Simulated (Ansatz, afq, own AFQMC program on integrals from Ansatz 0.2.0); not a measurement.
# CH₃Al (singlet): AFQMC on the coupled-cluster ladder at distance Al1–C2 = 1.994 Å, cc-pVDZ, part 1 of 2

Aim: compute CH₃Al (singlet) with auxiliary-field quantum Monte Carlo on the same integrals as coupled cluster, and set the energies side by side.

Method: cc-pVDZ, frozen cores; program: Ansatz 0.2.0, Gaussian basis, and an in-house AFQMC program (afq) on its integrals; all values are calculated.

To be run: PBE (unrestricted); r2SCAN (unrestricted); PBE0 (unrestricted); B3LYP (unrestricted); wB97M-V (unrestricted); B2PLYP (unrestricted); CCSD(T) on RHF; CCSDT(Q) on RHF; Phaseless AFQMC, CISD trial on RHF; Phaseless AFQMC, single-determinant trial on RHF; Free-projection AFQMC, CISD trial on RHF; Phaseless AFQMC, CISD trial on RHF; UHF; CCSD(T) on UHF; CCSDT(Q) on UHF; Phaseless AFQMC, CISD trial on UHF; Phaseless AFQMC, single-determinant trial on UHF; Free-projection AFQMC, CISD trial on UHF; Phaseless AFQMC, CISD trial on UHF.

5 further runs of the same task are left out: 5 that didn't finish.

**1. What is computed**

The geometry derives from a PBE0/def2-TZVP stationary point (not a proven minimum). One bond is set to the value named and the two fragments are kept rigid.

5 atoms, charge 0, spin multiplicity 1.

Atoms are counted from 1 here; the program's logs count them from 0.

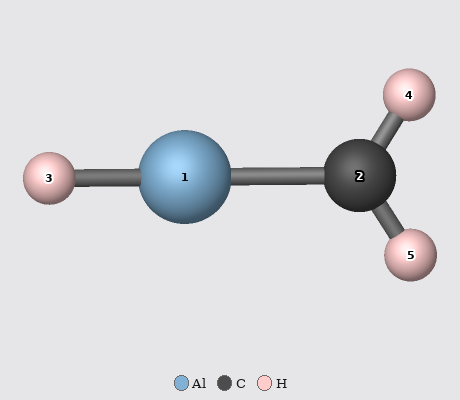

The structure; aluminium light blue, carbon dark grey, hydrogen pink; atoms are numbered from 1 in the order of the file.

Geometry (Å):

```xyz
5
CH3Al
Al   -0.0256    0.0000    0.6557
C     0.0504    0.0000   -1.3369
H     0.1579    0.0000    2.2177
H    -0.0369    0.9125   -1.9195
H    -0.0369   -0.9125   -1.9195
```

**2. PBE (unrestricted)**

in.yaml reads:

```yaml
crystal:
  periodic: [false, false, false]
  atoms:
    - {symbol: Al, position_ang: [-0.025597, 0.000000, 0.655673]}
    - {symbol: C, position_ang: [0.050442, -0.000001, -1.336877]}
    - {symbol: H, position_ang: [0.157920, 0.000001, 2.217687]}
    - {symbol: H, position_ang: [-0.036892, 0.912507, -1.919527]}
    - {symbol: H, position_ang: [-0.036892, -0.912509, -1.919526]}
basis:
  gaussian: {orbitals: cc-pVDZ}
magnetization: {spin_polarized: true, initial_magnetization: 0}
hamiltonian: {xc: {name: PBE}}
output: {orbitals: {seedname: orbitals}}
```

Launch:

```
> ansatz run in.yaml --threads 1 --pin off --events-out ev --progress --plain --max-ram 1382MiB
```

The log of the run:

```text
Functional definition: PBE
  name "PBE"
  cite "Perdew, Burke & Ernzerhof, Phys. Rev. Lett. 77, 3865 (1996) doi:10.1103/PhysRevLett.77.3865"
  parent pbe
  parameter kappa = 0.804
  parameter beta = 0.06672455060314922
  exchange = pbe_x(kappa = kappa, mu = beta*pi^2/3)
  correlation = pbe_c(beta = beta)
607 factors; their error is unknown
mean field evaluation 1: about -7659.4304 eV, gradient 4.9e1 eV
mean field evaluation 2: about -7543.7946 eV, gradient 8.8e1 eV
mean field evaluation 4: about -7671.6794 eV, gradient 1.7e1 eV
mean field evaluation 8: about -7674.4302 eV, gradient 2.3e-1 eV
mean field evaluation 16: about -7674.4058 eV, gradient 6.4e-5 eV
mean field evaluation 32: about -7673.1715 eV, gradient 1.1e0 eV
mean field -7674.40581867 eV, -282.0292119372 hartree, gradient 2.3e-5 eV, S^2 0.000000; 5 other end points of the search recorded, 0 dependent functions left out
reference -7674.40585211 eV, -282.0292131660 hartree; 11, 11 occupied and 36, 36 virtual orbitals, 607 factors
Total energy: -7674.40585211 eV, -282.0292131660 hartree
```

It took 2.9 s on 1 thread of Arm Neoverse V1, shared host.

From the report: ⟨S²⟩ of the determinant 0.000 (pure singlet: 0.00).

**3. r2SCAN (unrestricted)**

in.yaml, as its differences from that of step 2:

```diff
@@ -11,3 +11,2 @@
 magnetization: {spin_polarized: true, initial_magnetization: 0}
-hamiltonian: {xc: {name: PBE}}
-output: {orbitals: {seedname: orbitals}}
+hamiltonian: {xc: {name: r2SCAN}}
```

Launched as before.

The log of the run, cut to the lines that bear on the results:

```text
Functional definition: r2SCAN
  name "r2SCAN"
  cite "Furness, Kaplan, Ning, Perdew & Sun, J. Phys. Chem. Lett. 11, 8208 (2020) doi:10.1021/acs.jpclett.0c02405"
  cite "Furness, Kaplan, Ning, Perdew & Sun, J. Phys. Chem. Lett. 11, 9248 (2020) doi:10.1021/acs.jpclett.0c03077"
  parent r2scan
[...]
607 factors; their error is unknown
[...]
mean field -7678.18668244 eV, -282.1681561178 hartree, gradient 1.8e-5 eV, S^2 0.108036; 10 other end points of the search recorded, 0 dependent functions left out
reference -7678.18669603 eV, -282.1681566171 hartree; 11, 11 occupied and 36, 36 virtual orbitals, 607 factors
Total energy: -7678.18669603 eV, -282.1681566171 hartree
```

It took 13 s on 1 thread of Arm Neoverse V1, shared host.

From the report: ⟨S²⟩ of the determinant 0.108 (pure singlet: 0.00).

**4. PBE0 (unrestricted)**

in.yaml, as its differences from that of step 3:

```diff
@@ -11,2 +11,3 @@
 magnetization: {spin_polarized: true, initial_magnetization: 0}
-hamiltonian: {xc: {name: r2SCAN}}
+hamiltonian: {xc: {name: PBE0}}
+output: {orbitals: {seedname: orbitals}}
```

The command is unchanged.

The log of the run, cut to the lines that bear on the results:

```text
Functional definition: PBE0
  name "PBE0"
  cite "Adamo & Barone, J. Chem. Phys. 110, 6158 (1999) doi:10.1063/1.478522"
  cite "Perdew, Burke & Ernzerhof, Phys. Rev. Lett. 77, 3865 (1996) doi:10.1103/PhysRevLett.77.3865"
  parent pbe
[...]
443 factors; integrals over basis functions are off by at most 1.1e-3 eV
[...]
mean field -7675.09426855 eV, -282.0545120036 hartree, gradient 2.4e-6 eV, S^2 0.000000; 4 other end points of the search recorded, 0 dependent functions left out
reference -7675.09429399 eV, -282.0545129383 hartree; 11, 11 occupied and 36, 36 virtual orbitals, 443 factors
Total energy: -7675.09429399 eV, -282.0545129383 hartree
```

It took 4 s on 1 thread of Arm Neoverse V1, shared host.

From the report: ⟨S²⟩ of the determinant 0.000 (pure singlet: 0.00).

**5. B3LYP (unrestricted)**

in.yaml, as its differences from that of step 4:

```diff
@@ -11,3 +11,2 @@
 magnetization: {spin_polarized: true, initial_magnetization: 0}
-hamiltonian: {xc: {name: PBE0}}
-output: {orbitals: {seedname: orbitals}}
+hamiltonian: {xc: {name: B3LYP}}
```

Launched as before.

The log of the run, cut to the lines that bear on the results:

```text
Functional definition: B3LYP
  name "B3LYP"
  cite "Stephens, Devlin, Chabalowski & Frisch, J. Phys. Chem. 98, 11623 (1994) doi:10.1021/j100096a001"
  cite "Becke, Phys. Rev. A 38, 3098 (1988) doi:10.1103/PhysRevA.38.3098"
  cite "Lee, Yang & Parr, Phys. Rev. B 37, 785 (1988) doi:10.1103/PhysRevB.37.785"
  cite "Vosko, Wilk & Nusair, Can. J. Phys. 58, 1200 (1980) doi:10.1139/p80-159"
[...]
443 factors; integrals over basis functions are off by at most 1.1e-3 eV
[...]
mean field -7680.36159031 eV, -282.2480825078 hartree, gradient 5.3e-6 eV, S^2 0.000000; 2 other end points of the search recorded, 0 dependent functions left out
reference -7680.36179581 eV, -282.2480900597 hartree; 11, 11 occupied and 36, 36 virtual orbitals, 443 factors
Total energy: -7680.36179581 eV, -282.2480900597 hartree
```

It took 2.3 s on 1 thread of Arm Neoverse V1, shared host.

From the report: ⟨S²⟩ of the determinant 0.000 (pure singlet: 0.00).

**6. wB97M-V (unrestricted)**

in.yaml, as its differences from that of step 5:

```diff
@@ -11,2 +11,3 @@
 magnetization: {spin_polarized: true, initial_magnetization: 0}
-hamiltonian: {xc: {name: B3LYP}}
+hamiltonian: {xc: {name: wB97M-V}}
+output: {orbitals: {seedname: orbitals}}
```

Same command.

The log of the run, cut to the lines that bear on the results:

```text
Functional definition: wB97M-V
  name "wB97M-V"
  cite "Mardirossian & Head-Gordon, J. Chem. Phys. 144, 214110 (2016) doi:10.1063/1.4952647"
  cite "Becke, J. Chem. Phys. 107, 8554 (1997) doi:10.1063/1.475007"
  cite "Vydrov & Van Voorhis, J. Chem. Phys. 133, 244103 (2010) doi:10.1063/1.3521275"
  # Of w^i u^j: cxij and so on, Table III.
[...]
  gx(w, u) = 1 - cx + cx01*u + cx10*w
  gss(w, u) = css00 + css04*u^4 + css10*w + css20*w^2 + css43*w^4*u^3
  gos(w, u) = cos00 + cos10*w + (cos20 + cos21*u)*w^2 + (cos60 + cos61*u)*w^6
[...]
      + integral(e_c_pw_mod_opposite_spin*gos(b97_w_opposite, b97_u_opposite)) + vv10(b, c)
443 factors; integrals over basis functions are off by at most 1.1e-3 eV
165 factors; integrals over basis functions are off by at most 1.7e-5 eV
[...]
mean field -7678.37475923 eV, -282.1750678123 hartree, gradient 3.5e-5 eV, S^2 0.000000; 1 other end points of the search recorded, 0 dependent functions left out
reference -7678.37480107 eV, -282.1750693500 hartree; 11, 11 occupied and 36, 36 virtual orbitals, 443 factors
Total energy: -7678.37480107 eV, -282.1750693500 hartree
```

Run time: 9 s. Hardware: 1 thread of Arm Neoverse V1, shared host.

From the report: ⟨S²⟩ of the determinant 0.000 (pure singlet: 0.00).

**7. B2PLYP (unrestricted)**

in.yaml, as its differences from that of step 6:

```diff
@@ -11,3 +11,3 @@
 magnetization: {spin_polarized: true, initial_magnetization: 0}
-hamiltonian: {xc: {name: wB97M-V}}
-output: {orbitals: {seedname: orbitals}}
+hamiltonian: {xc: {name: B2PLYP}}
+correlation: {electrons: outside_noble_gas}
```

Same command.

The log of the run, cut to the lines that bear on the results:

```text
Functional definition: B2PLYP
  name "B2PLYP"
  cite "Grimme, J. Chem. Phys. 124, 034108 (2006) doi:10.1063/1.2148954"
  cite "Becke, Phys. Rev. A 38, 3098 (1988) doi:10.1103/PhysRevA.38.3098"
  cite "Lee, Yang & Parr, Phys. Rev. B 37, 785 (1988) doi:10.1103/PhysRevB.37.785"
[...]
443 factors; integrals over basis functions are off by at most 1.1e-3 eV
[...]
mean field -7673.13494448 eV, -281.9825081720 hartree, gradient 2.9e-6 eV, S^2 0.305610; 8 other end points of the search recorded, 0 dependent functions left out
6 core orbitals not correlated: weight in the atoms' cores, before any rotation towards them, 1.000 or more for the frozen orbitals, at most 0.000 for the correlated occupied ones
reference -7673.13507607 eV, -281.9825130079 hartree; 5, 5 occupied and 36, 36 virtual orbitals, 443 factors
second order -6.85662244 eV of doubles, -0.00000000 eV of singles
Total energy: -7674.98636413 eV, -282.0505465892 hartree
```

Wall time 7 s (1 thread of Arm Neoverse V1, shared host).

From the report: ⟨S²⟩ of the determinant 0.306 (pure singlet: 0.00).

**8. CCSD(T) on RHF**

in.yaml, as its differences from that of step 7:

```diff
@@ -10,4 +10,3 @@
   gaussian: {orbitals: cc-pVDZ}
-magnetization: {spin_polarized: true, initial_magnetization: 0}
-hamiltonian: {xc: {name: B2PLYP}}
-correlation: {electrons: outside_noble_gas}
+magnetization: {spin_polarized: false}
+correlation: {method: ccsd_t, electrons: outside_noble_gas, hamiltonian_folder: ham}
```

Launched as before.

The log of the run, cut to the lines that bear on the results:

```text
Functional definition: HF
  name "HF"
  cite "Fock, Z. Phys. 61, 126 (1930) doi:10.1007/BF01340294"
  parent pbe
[...]
443 factors; integrals over basis functions are off by at most 1.1e-3 eV
[...]
mean field -7657.51877541 eV, -281.4086245437 hartree, gradient 2.4e-6 eV, S^2 0.000000; 0 other end points of the search recorded, 0 dependent functions left out; unrestricted orbitals would lower it
6 core orbitals not correlated: weight in the atoms' cores, before any rotation towards them, 1.000 or more for the frozen orbitals, at most 0.000 for the correlated occupied ones
reference -7657.51877541 eV, -281.4086245437 hartree; 5, 5 occupied and 36, 36 virtual orbitals, 443 factors
second order -5.84359949 eV of doubles, -0.00000000 eV of singles
cycle   1  -6.20588246 eV  change   -3.6e-1 eV  update   8.9e-2
[...]
cycle  12  -6.57213947 eV  change    1.4e-6 eV  update   6.8e-6
perturbative correction -0.29306917 eV, -0.0107700934 hartree
Total energy: -7664.38398405 eV, -281.6609163078 hartree
```

Wall time 0.69 s (1 thread of Arm Neoverse V1, shared host).

From the report: correlation -6.8652 eV; T1 0.023; largest double amplitude 0.15.

This run also writes the integrals to the folder ham.

**9. CCSDT(Q) on RHF**

in.yaml, as its differences from that of step 8:

```diff
@@ -11,2 +11,2 @@
 magnetization: {spin_polarized: false}
-correlation: {method: ccsd_t, electrons: outside_noble_gas, hamiltonian_folder: ham}
+correlation: {method: ccsdt_q, electrons: outside_noble_gas}
```

The command is unchanged.

The log of the run, cut to the lines that bear on the results:

```text
Functional definition: HF
  name "HF"
  cite "Fock, Z. Phys. 61, 126 (1930) doi:10.1007/BF01340294"
  parent pbe
[...]
873 factors; integrals over basis functions are off by at most 1.7e-7 eV
[...]
mean field -7657.51881299 eV, -281.4086259246 hartree, gradient 2.4e-6 eV, S^2 0.000000; 0 other end points of the search recorded, 0 dependent functions left out; unrestricted orbitals would lower it
6 core orbitals not correlated: weight in the atoms' cores, before any rotation towards them, 1.000 or more for the frozen orbitals, at most 0.000 for the correlated occupied ones
reference -7657.51881299 eV, -281.4086259246 hartree; 5, 5 occupied and 36, 36 virtual orbitals, 873 factors
second order -5.84363502 eV of doubles, -0.00000000 eV of singles
cycle   1  -6.20587579 eV  change   -3.6e-1 eV  update   1.0e-1
[...]
cycle  19  -6.89340764 eV  change   -4.2e-7 eV  update   3.8e-7
perturbative correction -0.03119630 eV, -0.0011464431 hartree
Total energy: -7664.44341693 eV, -281.6631004257 hartree
```

It took 7.5 s on 1 thread of Arm Neoverse V1, shared host.

From the report: correlation -6.9246 eV; T1 0.026; largest double amplitude 0.18.

**10. Phaseless AFQMC, CISD trial on RHF**

It reads the integrals that the CCSD(T) run on this determinant wrote.

Launch:

```
> afq ham --method phaseless --trial cisd --walkers 60 --populations 1 --least-time 40 --time-step 0.005 --steps-per-block 50 --equilibration-blocks 28 --max-blocks 300 --target-error 0.00038 --factor-cut 1e-05 --seed 7042 --release-times 0.24,0.51,0.99,1.62,2.4 --release-step 0.03 --release-every 4 --taylor-order 6
```

The log of the run:

```text
orbitals 41  electrons 5 5  factors 317 of 443
reference energy -281.40862454 Eh
CCSD correlation -0.24152140 Eh in 12 cycles, weight of the determinant in the CISD state 0.8519
energy of the start -281.650146 Eh
 block  time / (1/Eh)  mean weight  energy / Eh
     1     0.250  1.0005  -281.647015
     2     0.500  1.0006  -281.647804
     3     0.750  1.0014  -281.649030
     4     1.000  1.0006  -281.653293
     5     1.250  0.9986  -281.652971
     6     1.500  0.9995  -281.653523
     7     1.750  1.0008  -281.659030
     8     2.000  0.9993  -281.662947
     9     2.250  0.9978  -281.656659
    10     2.500  0.9992  -281.655557
    17     4.250  1.0017  -281.659384
    25     6.250  1.0003  -281.662151
    33     8.250  1.0028  -281.662678
    41    10.250  0.9988  -281.662930
    49    12.250  1.0001  -281.659453
    57    14.250  0.9987  -281.664116
    65    16.250  0.9994  -281.661069
    73    18.250  1.0012  -281.651960
    81    20.250  0.9996  -281.654929
    89    22.250  0.9991  -281.649983
    97    24.250  1.0024  -281.652252
   105    26.250  0.9981  -281.670733
   113    28.250  0.9991  -281.662716
   121    30.250  0.9993  -281.662059
   129    32.250  0.9997  -281.663313
   137    34.250  0.9987  -281.658129
   145    36.250  1.0012  -281.656224
   153    38.250  1.0017  -281.661821
   161    40.250  1.0009  -281.655098
   169    42.250  0.9982  -281.654360
   177    44.250  1.0016  -281.658607
   185    46.250  1.0001  -281.660200
   193    48.250  1.0013  -281.662001
   201    50.250  1.0011  -281.664781
   209    52.250  1.0011  -281.652963
   217    54.250  1.0002  -281.663193
   225    56.250  0.9971  -281.653878
   233    58.250  0.9982  -281.662418
   241    60.250  0.9988  -281.660130
   249    62.250  0.9998  -281.673406
   257    64.250  1.0002  -281.664932
   265    66.250  1.0012  -281.658814
   273    68.250  1.0004  -281.659633
   281    70.250  0.9983  -281.667050
   289    72.250  1.0006  -281.658400
   297    74.250  1.0001  -281.659951
   305    76.250  1.0011  -281.672366
   313    78.250  1.0006  -281.662227
   321    80.250  0.9997  -281.655015
blocks merged  error / Eh  count
     1  0.000342  300
     2  0.000419  150
     4  0.000472  75
     8  0.000593  37
    16  0.000669  18
    32  0.000815  9
released: time / (1/Eh)  energy / Eh  error  mean overlap
  0.24  -281.661822  0.000723  0.9959
  0.51  -281.662010  0.000653  0.9987
  0.99  -281.662389  0.000624  1.0027
  1.62  -281.661433  0.000733  1.0177
  2.40  -281.661939  0.000839  0.9961
energy -281.661098 +/- 0.000669 Eh
```

Wall time 4.5 min (1 thread of Arm Neoverse V1, shared host).

Energy -7664.3889 ± 0.0182 eV. Caveats: constraint bias not in the error; error above the target. The error still grows with block length (0.0161 to 0.0222 eV), so the bar may be too small.

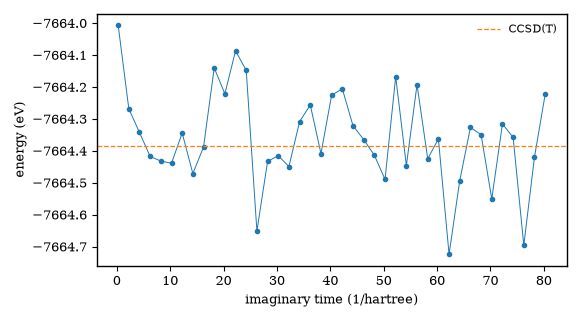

Block energies along the walk.

**11. Phaseless AFQMC, single-determinant trial on RHF**

It reads the integrals that the CCSD(T) run on this determinant wrote.

Launch:

```
> afq ham --method phaseless --trial hf --walkers 120 --populations 1 --least-time 40 --time-step 0.005 --steps-per-block 20 --equilibration-blocks 112 --max-blocks 600 --target-error 0.00114 --factor-cut 1e-05 --seed 1345 --taylor-order 6
```

The log of the run:

```text
orbitals 41  electrons 5 5  factors 317 of 443
reference energy -281.40862454 Eh
CCSD correlation -0.24152140 Eh in 12 cycles, weight of the determinant in the CISD state 0.8519
energy of the start -281.408624 Eh
 block  time / (1/Eh)  mean weight  energy / Eh
     1     0.100  0.9981  -281.454660
     2     0.200  1.0013  -281.492358
     3     0.300  1.0008  -281.516604
     4     0.400  1.0007  -281.539636
     5     0.500  1.0027  -281.552609
     6     0.600  1.0008  -281.562009
     7     0.700  1.0006  -281.581709
     8     0.800  0.9994  -281.593373
     9     0.900  1.0010  -281.609989
    10     1.000  1.0004  -281.609497
    18     1.800  0.9987  -281.612287
    35     3.500  0.9981  -281.642053
    52     5.200  1.0006  -281.683296
    69     6.900  0.9977  -281.646691
    86     8.600  1.0020  -281.639937
   103    10.300  1.0005  -281.641757
   120    12.000  1.0014  -281.679729
   137    13.700  1.0003  -281.660157
   154    15.400  1.0011  -281.694133
   171    17.100  0.9986  -281.712107
   188    18.800  0.9978  -281.661804
   205    20.500  1.0006  -281.636456
   222    22.200  1.0010  -281.663098
   239    23.900  1.0023  -281.676179
   256    25.600  0.9989  -281.677174
   273    27.300  1.0012  -281.643361
   290    29.000  1.0003  -281.697090
   307    30.700  1.0008  -281.649908
   324    32.400  1.0022  -281.645759
   341    34.100  0.9992  -281.665171
   358    35.800  0.9999  -281.640076
   375    37.500  1.0004  -281.694098
   392    39.200  1.0024  -281.672169
   409    40.900  1.0003  -281.637619
   426    42.600  0.9996  -281.649977
   443    44.300  1.0001  -281.627912
   460    46.000  1.0011  -281.644937
   477    47.700  1.0002  -281.653103
   494    49.400  1.0013  -281.615897
   511    51.100  1.0010  -281.652770
   528    52.800  0.9996  -281.704529
   545    54.500  0.9993  -281.678440
   562    56.200  0.9983  -281.693920
   579    57.900  1.0003  -281.681818
   596    59.600  0.9987  -281.703241
   613    61.300  0.9996  -281.711324
   630    63.000  0.9995  -281.658739
   647    64.700  1.0002  -281.640563
   664    66.400  1.0017  -281.716492
   681    68.100  0.9984  -281.627861
   698    69.800  1.0000  -281.689520
blocks merged  error / Eh  count
     1  0.001087  600
     2  0.001437  300
     4  0.001864  150
     8  0.002416  75
    16  0.003149  37
    32  0.004195  18
    64  0.004966  9
energy -281.663723 +/- 0.004195 Eh
```

Wall time 3.2 min (1 thread of Arm Neoverse V1, shared host).

Energy -7664.4604 ± 0.1141 eV. The run doesn't count as converged. Caveats: constraint bias not in the error; error not settled; error above the target.

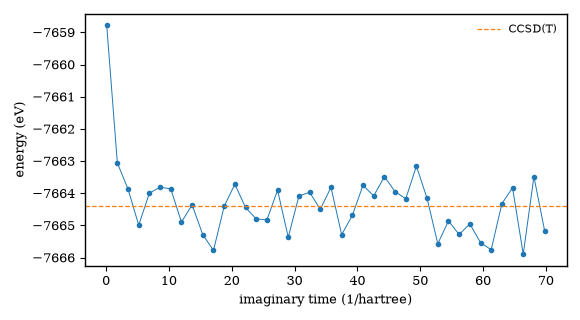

Block energies along the walk.

**12. Free-projection AFQMC, CISD trial on RHF**

It reads the integrals that the CCSD(T) run on this determinant wrote.

Launch:

```
> afq ham --method free --trial cisd --walkers 60 --time-step 0.03 --max-blocks 80 --target-error 0.00038 --factor-cut 1e-05 --seed 3875 --times 0,0.21,0.42,0.81,1.2,1.8,2.4,3 --taylor-order 8
```

The log of the run:

```text
orbitals 41  electrons 5 5  factors 317 of 443
reference energy -281.40862454 Eh
CCSD correlation -0.24152140 Eh in 12 cycles, weight of the determinant in the CISD state 0.8519
repeat  energy at the last time / Eh  error
    10  -281.663536  0.002504
    20  -281.663846  0.001469
    30  -281.662236  0.001212
    40  -281.661589  0.001023
    50  -281.661873  0.000917
    60  -281.662392  0.000831
    70  -281.662056  0.000763
    80  -281.662210  0.000728
time / (1/Eh)  energy / Eh  error  mean overlap
  0.00  -281.650088  0.000397  1.1737
  0.21  -281.655667  0.000466  1.1611
  0.42  -281.657581  0.000412  1.1646
  0.81  -281.659788  0.000445  1.1530
  1.20  -281.660970  0.000526  1.1647
  1.80  -281.661717  0.000542  1.1503
  2.40  -281.661472  0.000589  1.1328
  3.00  -281.662210  0.000728  1.1376
energy -281.662210 +/- 0.000728 Eh
```

Run time: 3.4 min. Hardware: 1 thread of Arm Neoverse V1, shared host.

Energy -7664.4192 ± 0.0198 eV. Caveats: remainder of the start not in the error; error above the target.

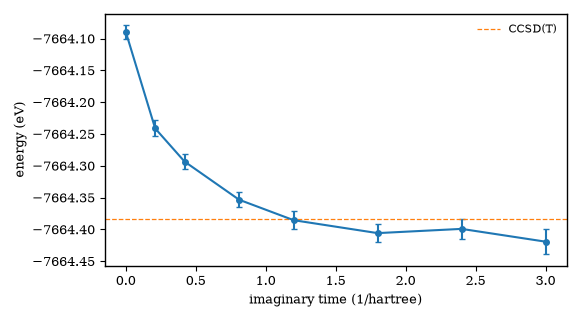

Energy against projection time, with error bars.

(Continued in part 2 of 2.)
